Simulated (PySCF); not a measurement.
Mg(tBu)(OMe), SMILES [C](C)([Mg][O]C)(C)C, GFN2-xTB optimised geometry. Atoms within 1.6 Å of the plane z = 0.6 Å (x, y, z in Å): Mg1 (-0.52, -0.65, 0.00), C2 (1.57, -0.65, 0.00), C3 (2.04, 0.14, 1.21), C4 (2.06, -2.09, 0.07), H6 (3.13, 0.22, 1.20), H7 (1.74, -0.35, 2.14), H8 (1.62, 1.14, 1.19), H9 (1.72, -2.58, 0.98), H10 (1.73, -2.67, -0.79), H11 (3.16, -2.10, 0.07), O15 (-1.40, 0.81, 0.00), C16 (-2.08, 2.01, 0.00), H17 (-1.72, 2.67, -0.80), H18 (-3.16, 1.84, -0.15), H19 (-1.95, 2.53, 0.96).

Method: PBE0/def2-SVP run with PySCF.

Map of the deformation density (molecule minus spherical neutral atoms) (e/bohr³) on the plane z = 0.6 Å:

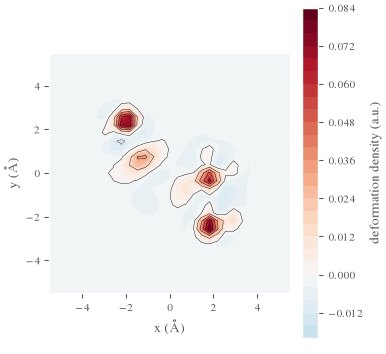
Figure. Deformation density (molecule minus spherical neutral atoms) (e/bohr³) on the plane z = 0.6 Å.
